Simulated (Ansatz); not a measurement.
# AlBH (quartet): one geometry, many settings at distance B1–Al2 = 1.782 Å

Aim: run AlBH (quartet) at one geometry under a spread of methods and options, and see what each costs and gives.

Program: Ansatz 0.2.0, Gaussian basis. Level of theory: the settings change from run to run. These are calculated values, not measurements.

26 further runs of the same task are left out: 22 that didn't finish, 4 set aside as unsound or not needed.

## 1. What is computed

The geometry derives from a PBE0/def2-TZVP stationary point (not a proven minimum). One bond is set to the value named and the two fragments are kept rigid.

3 atoms, charge 0, spin multiplicity 4.

Atoms are counted from 1 here; the program's logs count them from 0.

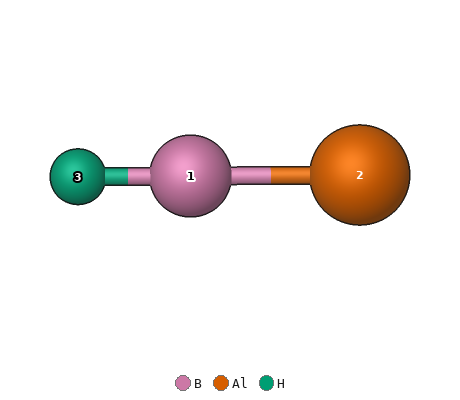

The geometry (boron pink, aluminium orange, hydrogen teal); atoms are numbered from 1 in the order of the file.

## 2. HF/6-31G

File in.yaml:

```yaml
crystal:
  periodic: [false, false, false]
  atoms:
    - {symbol: B, position_ang: [0.000000, 0.000000, 0.198967]}
    - {symbol: Al, position_ang: [0.000000, 0.000000, -1.583033]}
    - {symbol: H, position_ang: [0.000000, 0.000000, 1.384067]}
basis:
  gaussian: {orbitals: 6-31G}
magnetization: {spin_polarized: false, initial_magnetization: 3}
hamiltonian: {xc: hf}
output: {orbitals: {seedname: orbitals}}
```

Started as:

```console
> ansatz run in.yaml --threads 1 --pin off --events-out ev --progress --plain --max-ram 2393MiB
```

The log of the run:

```text
Functional definition: HF
  name "HF"
  cite "Fock, Z. Phys. 61, 126 (1930) doi:10.1007/BF01340294"
  parent pbe
  exchange = exact_x
  correlation = 0
296 factors; integrals over basis functions are off by at most 2.4e-4 eV
mean field evaluation 1: about -7264.9936 eV, gradient 8.0e0 eV
mean field evaluation 2: about -7264.9972 eV, gradient 8.0e0 eV
mean field evaluation 4: about -7265.8602 eV, gradient 1.6e0 eV
mean field evaluation 8: about -7265.9245 eV, gradient 2.0e-1 eV
mean field evaluation 16: about -7265.5520 eV, gradient 2.2e0 eV
mean field -7265.92525372 eV, -267.0178280531 hartree, gradient 1.9e-5 eV, S^2 3.750000; 0 other end points of the search recorded, 0 dependent functions left out
reference -7265.92525372 eV, -267.0178280531 hartree; 11, 8 occupied and 13, 16 virtual orbitals, 296 factors
Total energy: -7265.92525372 eV, -267.0178280531 hartree
```

Run time: 0.18 s. Hardware: 1 thread of Arm Neoverse V1, shared host.

## 3. MP2 on UHF/6-31++G**

File in.yaml:

```yaml
crystal:
  periodic: [false, false, false]
  atoms:
    - {symbol: B, position_ang: [0.000000, 0.000000, 0.198967]}
    - {symbol: Al, position_ang: [0.000000, 0.000000, -1.583033]}
    - {symbol: H, position_ang: [0.000000, 0.000000, 1.384067]}
basis:
  gaussian: {orbitals: "6-31++G**"}
magnetization: {spin_polarized: true, initial_magnetization: 3}
correlation: {method: mp2, electrons: valence}
scf: {lower_state_search: light}
```

The command is unchanged.

The log of the run:

```text
Functional definition: HF
  name "HF"
  cite "Fock, Z. Phys. 61, 126 (1930) doi:10.1007/BF01340294"
  parent pbe
  exchange = exact_x
  correlation = 0
403 factors; integrals over basis functions are off by at most 1.0e-3 eV
mean field evaluation 1: about -7264.8010 eV, gradient 1.2e1 eV
mean field evaluation 2: about -7264.8436 eV, gradient 1.2e1 eV
mean field evaluation 4: about -7266.4276 eV, gradient 1.8e0 eV
mean field evaluation 8: about -7266.5276 eV, gradient 4.3e-1 eV
mean field evaluation 16: about -7266.5425 eV, gradient 1.4e-6 eV
mean field -7266.54245839 eV, -267.0405099065 hartree, gradient 1.4e-6 eV, S^2 3.757192; 0 other end points of the search recorded, 0 dependent functions left out
6 core orbitals not correlated: weight in the atoms' cores, before any rotation towards them, 1.000 or more for the frozen orbitals, at most 0.000 for the correlated occupied ones
reference -7266.54245839 eV, -267.0405099065 hartree; 5, 2 occupied and 37, 40 virtual orbitals, 403 factors
second order -2.70875242 eV of doubles, -0.00000000 eV of singles
Total energy: -7269.25121081 eV, -267.1400547218 hartree
```

Run time: 0.37 s. Hardware: 1 thread of Arm Neoverse V1, shared host.

From the report: ⟨S²⟩ of the determinant 3.757 (pure quartet: 3.75).

## 4. MP2 on UHF/6-31G

Changes to in.yaml since step 3:

```diff
@@ -7,5 +7,5 @@
 basis:
-  gaussian: {orbitals: "6-31++G**"}
+  gaussian: {orbitals: 6-31G, fitting: {mean_field: def2-universal-jkfit}}
 magnetization: {spin_polarized: true, initial_magnetization: 3}
-correlation: {method: mp2, electrons: valence}
-scf: {lower_state_search: light}
+correlation: {method: mp2, electrons: outside_noble_gas}
+accuracy: high
```

The command is unchanged.

The log of the run:

```text
Functional definition: HF
  name "HF"
  cite "Fock, Z. Phys. 61, 126 (1930) doi:10.1007/BF01340294"
  parent pbe
  exchange = exact_x
  correlation = 0
221 factors; integrals over basis functions are off by at most 3.7e-2 eV
mean field evaluation 1: about -7264.7801 eV, gradient 8.2e0 eV
mean field evaluation 2: about -7265.6685 eV, gradient 3.4e0 eV
mean field evaluation 4: about -7265.9369 eV, gradient 8.2e-1 eV
mean field evaluation 8: about -7265.9796 eV, gradient 6.9e-7 eV
mean field evaluation 16: about -7265.9796 eV, gradient 2.5e-8 eV
mean field -7265.97960009 eV, -267.0198252456 hartree, gradient 2.5e-8 eV, S^2 3.757552; 2 other end points of the search recorded, 0 dependent functions left out
6 core orbitals not correlated: weight in the atoms' cores, before any rotation towards them, 1.000 or more for the frozen orbitals, at most 0.000 for the correlated occupied ones
reference -7265.97960009 eV, -267.0198252456 hartree; 5, 2 occupied and 13, 16 virtual orbitals, 221 factors
second order -1.63755016 eV of doubles, -0.00000000 eV of singles
Total energy: -7267.61715026 eV, -267.0800041040 hartree
```

Run time: 0.16 s. Hardware: 1 thread of Arm Neoverse V1, shared host.

From the report: ⟨S²⟩ of the determinant 3.758 (pure quartet: 3.75).

## 5. CCSD(T)/6-31G

File in.yaml:

```yaml
crystal:
  periodic: [false, false, false]
  atoms:
    - {symbol: B, position_ang: [0.000000, 0.000000, 0.198967]}
    - {symbol: Al, position_ang: [0.000000, 0.000000, -1.583033]}
    - {symbol: H, position_ang: [0.000000, 0.000000, 1.384067]}
basis:
  gaussian: {orbitals: 6-31G}
magnetization: {spin_polarized: false, initial_magnetization: 3}
hamiltonian: {xc: {name: B3LYP}}
correlation: {method: ccsd_t, electrons: all}
```

Same command.

The log of the run (excerpt; [...] marks lines left out):

```text
Functional definition: B3LYP
  name "B3LYP"
  cite "Stephens, Devlin, Chabalowski & Frisch, J. Phys. Chem. 98, 11623 (1994) doi:10.1021/j100096a001"
  cite "Becke, Phys. Rev. A 38, 3098 (1988) doi:10.1103/PhysRevA.38.3098"
  cite "Lee, Yang & Parr, Phys. Rev. B 37, 785 (1988) doi:10.1103/PhysRevB.37.785"
  cite "Vosko, Wilk & Nusair, Can. J. Phys. 58, 1200 (1980) doi:10.1139/p80-159"
[...]
296 factors; integrals over basis functions are off by at most 2.4e-4 eV
[...]
mean field -7284.71925958 eV, -267.7084950295 hartree, gradient 5.2e-6 eV, S^2 3.750000; 0 other end points of the search recorded, 0 dependent functions left out
[...]
reference -7265.70845199 eV, -267.0098607367 hartree; 11, 8 occupied and 13, 16 virtual orbitals, 296 factors
second order -1.93500631 eV of doubles, -0.18764637 eV of singles
cycle   1  -2.39866204 eV  change   -2.8e-1 eV  update   5.2e-2
[...]
cycle   9  -2.54472850 eV  change    9.6e-6 eV  update   1.5e-5
perturbative correction -0.06934188 eV, -0.0025482671 hartree
Total energy: -7268.32252237 eV, -267.1059260511 hartree
```

It took 1.3 s on 1 thread of Arm Neoverse V1, shared host.

From the report: correlation -2.6141 eV; T1 0.013; largest double amplitude 0.09. The orbitals are Kohn-Sham ones, so correlation energy and T1 don't compare with those on Hartree-Fock orbitals.

## 6. NEVPT2(5,5)/def2-mTZVP

Changes to in.yaml since step 5:

```diff
@@ -7,5 +7,5 @@
 basis:
-  gaussian: {orbitals: 6-31G}
+  gaussian: {orbitals: def2-mTZVP}
 magnetization: {spin_polarized: false, initial_magnetization: 3}
-hamiltonian: {xc: {name: B3LYP}}
-correlation: {method: ccsd_t, electrons: all}
+correlation: {method: sc_nevpt2, electrons: valence, active_space: {window: {electrons: 5, orbitals: 5}, states: [{multiplicity: 4, weights: [1, 0.5]}], root: 1}}
+output: {forces: true}
```

Launched as before.

The log of the run (excerpt; [...] marks lines left out):

```text
Functional definition: HF
  name "HF"
  cite "Fock, Z. Phys. 61, 126 (1930) doi:10.1007/BF01340294"
  parent pbe
[...]
683 factors; integrals over basis functions are off by at most 2.3e-7 eV
[...]
mean field -7266.94714790 eV, -267.0553819718 hartree, gradient 1.7e-6 eV, S^2 3.750000; 2 other end points of the search recorded, 0 dependent functions left out
reference -7266.94714790 eV, -267.0553819718 hartree; 11, 8 occupied and 33, 36 virtual orbitals, 683 factors
state -7267.13392872 eV, -267.0622460403 hartree
state -7264.23935535 eV, -266.9558724308 hartree
state -7267.13392872 eV, -267.0622460403 hartree; corrected -7269.48400310 eV, -267.1486096805 hartree
state -7264.23935535 eV, -266.9558724308 hartree; corrected -7266.20540661 eV, -267.0281234818 hartree
[...]
Total energy: -7266.20540661 eV, -267.0281234818 hartree
Atom 0 at     0.000000     0.000000     0.198967 Å, force     0.000000    -0.000000     8.114048 eV/Å
Atom 1 at     0.000000     0.000000    -1.583033 Å, force    -0.000000     0.000000    -7.781810 eV/Å
Atom 2 at     0.000000     0.000000     1.384067 Å, force     0.000000     0.000000    -0.332238 eV/Å
Dipole moment:     0.000000    -0.000000     0.114143 e Å
```

Run time: 1.7 s. Hardware: 1 thread of Arm Neoverse V1, shared host.

From the report: 8 determinants; active occupations (of the averaged states) 1.97, 1.01, 0.99, 0.67, 0.35.

## 7. MP2 on UHF/6-31G

File in.yaml:

```yaml
crystal:
  periodic: [false, false, false]
  atoms:
    - {symbol: B, position_ang: [0.000000, 0.000000, 0.198967]}
    - {symbol: Al, position_ang: [0.000000, 0.000000, -1.583033]}
    - {symbol: H, position_ang: [0.000000, 0.000000, 1.384067]}
basis:
  gaussian: {orbitals: 6-31G, point_charges: [{charge: 1.00, position_ang: [3.807, -0.799, 0.397]}]}
magnetization: {spin_polarized: true, initial_magnetization: 3}
correlation: {method: mp2, electrons: all}
```

The command is unchanged.

The log of the run:

```text
Functional definition: HF
  name "HF"
  cite "Fock, Z. Phys. 61, 126 (1930) doi:10.1007/BF01340294"
  parent pbe
  exchange = exact_x
  correlation = 0
296 factors; integrals over basis functions are off by at most 2.4e-4 eV
mean field evaluation 1: about -7264.9426 eV, gradient 8.7e0 eV
mean field evaluation 2: about -7264.9470 eV, gradient 8.7e0 eV
mean field evaluation 4: about -7266.0818 eV, gradient 1.7e0 eV
mean field evaluation 8: about -7266.1899 eV, gradient 1.7e-1 eV
mean field -7266.19143198 eV, -267.0276099240 hartree, gradient 9.1e-7 eV, S^2 3.758754; 0 other end points of the search recorded, 0 dependent functions left out
reference -7266.19143198 eV, -267.0276099240 hartree; 11, 8 occupied and 13, 16 virtual orbitals, 296 factors
second order -1.74539755 eV of doubles, -0.00000000 eV of singles
Total energy: -7267.93682954 eV, -267.0917521010 hartree
```

It took 0.18 s on 1 thread of Arm Neoverse V1, shared host.

From the report: ⟨S²⟩ of the determinant 3.759 (pure quartet: 3.75).

## 8. MP2 on UHF/6-31++G**

File in.yaml:

```yaml
crystal:
  periodic: [false, false, false]
  atoms:
    - {symbol: B, position_ang: [0.000000, 0.000000, 0.198967]}
    - {symbol: Al, position_ang: [0.000000, 0.000000, -1.583033]}
    - {symbol: H, position_ang: [0.000000, 0.000000, 1.384067]}
basis:
  gaussian: {orbitals: "6-31++G**"}
magnetization: {spin_polarized: true, initial_magnetization: 3}
correlation: {method: mp2, electrons: outside_noble_gas}
```

The command is unchanged.

The log of the run:

```text
Functional definition: HF
  name "HF"
  cite "Fock, Z. Phys. 61, 126 (1930) doi:10.1007/BF01340294"
  parent pbe
  exchange = exact_x
  correlation = 0
403 factors; integrals over basis functions are off by at most 1.0e-3 eV
mean field evaluation 1: about -7264.8010 eV, gradient 1.2e1 eV
mean field evaluation 2: about -7264.8436 eV, gradient 1.2e1 eV
mean field evaluation 4: about -7266.4276 eV, gradient 1.8e0 eV
mean field evaluation 8: about -7266.5276 eV, gradient 4.3e-1 eV
mean field evaluation 16: about -7266.5425 eV, gradient 1.4e-6 eV
mean field -7266.54245839 eV, -267.0405099065 hartree, gradient 1.4e-6 eV, S^2 3.757192; 0 other end points of the search recorded, 0 dependent functions left out
6 core orbitals not correlated: weight in the atoms' cores, before any rotation towards them, 1.000 or more for the frozen orbitals, at most 0.000 for the correlated occupied ones
reference -7266.54245839 eV, -267.0405099065 hartree; 5, 2 occupied and 37, 40 virtual orbitals, 403 factors
second order -2.70875242 eV of doubles, -0.00000000 eV of singles
Total energy: -7269.25121081 eV, -267.1400547218 hartree
```

It took 0.36 s on 1 thread of Arm Neoverse V1, shared host.

From the report: ⟨S²⟩ of the determinant 3.757 (pure quartet: 3.75).

## 9. MP2 on ROHF/6-31G

Changes to in.yaml since step 8:

```diff
@@ -7,4 +7,4 @@
 basis:
-  gaussian: {orbitals: "6-31++G**"}
-magnetization: {spin_polarized: true, initial_magnetization: 3}
+  gaussian: {orbitals: 6-31G}
+magnetization: {spin_polarized: false, initial_magnetization: 3}
 correlation: {method: mp2, electrons: outside_noble_gas}
```

Same command.

The log of the run:

```text
Functional definition: HF
  name "HF"
  cite "Fock, Z. Phys. 61, 126 (1930) doi:10.1007/BF01340294"
  parent pbe
  exchange = exact_x
  correlation = 0
296 factors; integrals over basis functions are off by at most 2.4e-4 eV
mean field evaluation 1: about -7264.9936 eV, gradient 8.0e0 eV
mean field evaluation 2: about -7264.9972 eV, gradient 8.0e0 eV
mean field evaluation 4: about -7265.8602 eV, gradient 1.6e0 eV
mean field evaluation 8: about -7265.9245 eV, gradient 2.0e-1 eV
mean field evaluation 16: about -7265.7203 eV, gradient 1.6e0 eV
mean field -7265.92525372 eV, -267.0178280531 hartree, gradient 2.7e-6 eV, S^2 3.750000; 2 other end points of the search recorded, 0 dependent functions left out
mean field evaluation 32: about -7265.9799 eV, gradient 6.2e-3 eV
6 core orbitals not correlated: weight in the atoms' cores, before any rotation towards them, 1.000 or more for the frozen orbitals, at most 0.000 for the correlated occupied ones
reference -7265.92525372 eV, -267.0178280531 hartree; 5, 2 occupied and 13, 16 virtual orbitals, 296 factors
second order -1.64675760 eV of doubles, -0.02899140 eV of singles
Total energy: -7267.60100272 eV, -267.0794106930 hartree
```

It took 0.24 s on 1 thread of Arm Neoverse V1, shared host.

## 10. CCSD/def2-mTZVP

File in.yaml:

```yaml
crystal:
  periodic: [false, false, false]
  atoms:
    - {symbol: B, position_ang: [0.000000, 0.000000, 0.198967]}
    - {symbol: Al, position_ang: [0.000000, 0.000000, -1.583033]}
    - {symbol: H, position_ang: [0.000000, 0.000000, 1.384067]}
basis:
  gaussian: {orbitals: def2-mTZVP, point_charges: [{charge: 0.50, position_ang: [3.422, -0.856, -0.622]}]}
magnetization: {spin_polarized: true, initial_magnetization: 3}
hamiltonian: {xc: {name: PBE}}
correlation: {method: ccsd, electrons: outside_noble_gas}
```

Same command.

The log of the run (excerpt; [...] marks lines left out):

```text
Functional definition: PBE
  name "PBE"
  cite "Perdew, Burke & Ernzerhof, Phys. Rev. Lett. 77, 3865 (1996) doi:10.1103/PhysRevLett.77.3865"
  parent pbe
[...]
402 factors; integrals over basis functions are off by at most 1.2e-3 eV
[...]
mean field -7280.30543878 eV, -267.5462901070 hartree, gradient 2.7e-6 eV, S^2 3.752851; 2 other end points of the search recorded, 0 dependent functions left out
6 core orbitals not correlated: weight in the atoms' cores, before any rotation towards them, 1.000 or more for the frozen orbitals, at most 0.000 for the correlated occupied ones
reference -7266.69824939 eV, -267.0462351199 hartree; 5, 2 occupied and 33, 36 virtual orbitals, 402 factors
second order -2.69663577 eV of doubles, -0.17718277 eV of singles
cycle   1  -3.13788387 eV  change   -2.7e-1 eV  update   5.2e-2
[...]
cycle  10  -3.28117999 eV  change   -5.4e-7 eV  update   8.6e-6
Total energy: -7269.97942938 eV, -267.1668162606 hartree
```

It took 1.8 s on 1 thread of Arm Neoverse V1, shared host.

From the report: ⟨S²⟩ of the determinant 3.753 (pure quartet: 3.75); correlation -3.2812 eV; T1 0.017; largest double amplitude 0.07. The orbitals are Kohn-Sham ones, so correlation energy and T1 don't compare with those on Hartree-Fock orbitals.

## 11. The runs in one table

Where basis and cores are those of an earlier FCI/6-31G run (-7268.2267 eV), and the state is the same kind, the miss against it is given.

```tsv
level	correlated	functions	energy (eV)	from FCI (meV)	time
HF/6-31G		24	-7265.9253	2301.4	0.18 s
MP2 on UHF/6-31++G**	valence	48	-7269.2512		0.37 s
MP2 on UHF/6-31G	outside noble gas	24	-7267.6172	609.5	0.16 s
CCSD(T)/6-31G (on B3LYP orbitals)	all	24	-7268.3225		1.3 s
NEVPT2(5,5)/def2-mTZVP (excited root 1 of an average)	valence	44	-7266.2054		1.7 s
MP2 on UHF/6-31G (beside a point charge)	all	24	-7267.9368		0.18 s
MP2 on UHF/6-31++G**	outside noble gas	48	-7269.2512		0.36 s
MP2 on ROHF/6-31G	outside noble gas	24	-7267.6010	625.7	0.24 s
CCSD/def2-mTZVP (beside a point charge, on PBE orbitals)	outside noble gas	44	-7269.9794		1.8 s
```

## 12. Outcome

```
quantity                                                            value
    runs                                                                9
quickest                                         MP2 on UHF/6-31G, 0.16 s
 slowest  CCSD/def2-mTZVP (beside a point charge, on PBE orbitals), 1.8 s
```

What this shows: Total energies in different bases, with other cores or another treatment of relativity can't be set against each other. CCSD/def2-mTZVP (beside a point charge, on PBE orbitals) took 11 times as long as MP2 on UHF/6-31G; the jobs differ in more than the method. Among the correlated runs with a miss given, it spans +610 to +626 meV. Hartree-Fock, CASSCF and CASCI lack dynamic correlation by design.
